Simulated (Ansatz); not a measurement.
The starting structures come from a database of crystals and need not be the phases stable at ambient conditions.

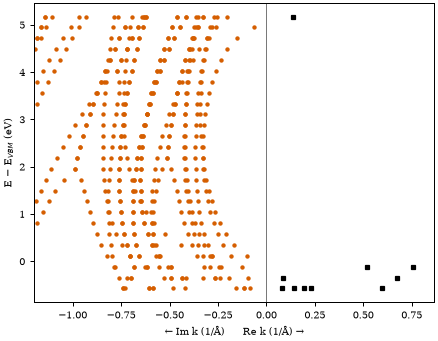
Complex bands at the centre of the two-dimensional zone; Ansatz (a quantum-chemistry and plane-wave program) with r2SCAN

The gap is the functional's own, uncorrected, and κ follows it; spin-orbit coupling is left out. Mid-gap values are interpolated between the computed energies.

Q: This is CsLiBr2 (P4/nmm, not sure to be the ambient phase, 8 atoms a cell, 33.3 Å³ an atom) along the normal of (110). Read off the slowest decay at the centre of the two-dimensional zone at 2.42 eV, the computed energy nearest the middle of the gap.

A: κ ≈ 0.33 1/Å, a decay length 1/(2κ) of the density of 1.5 Å.
